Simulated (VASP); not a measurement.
Input:

```
AgBr
1.0
    4.00893     0.00000     0.03837
    0.00000     4.00922     0.00000
   -0.05920     0.00000     5.65293
Ag Br
2 2
Direct
  0.75686   0.75000   0.74803
  0.24314   0.25000   0.25197
  0.25511   0.25000   0.75113
  0.74489   0.75000   0.24887
```

All values below come from PBEsol GGA, VASP's PBE PAW potentials (set 64) (plane waves; VASP). Numerical set-up: 400 eV cut-off, 6×6×5 Γ-centred mesh, tetrahedra with Blöchl corrections, potentials Ag Br.

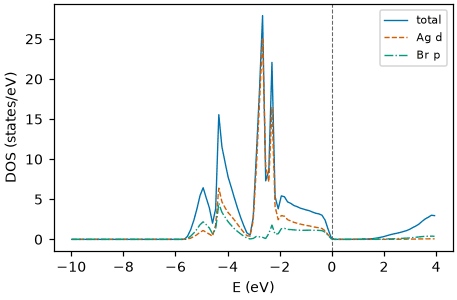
Fig. 1. Total and projected density of states, zero at the valence-band maximum

Within 2 eV below the valence-band maximum the largest weight inside VASP's projection spheres is Ag d, then Br p.

It has a band gap.

The structure comes from a computed database's AgBr entry (P2_1/m); how it stands against other phases isn't given here. It was relaxed first, which changed the volume by -9 %.
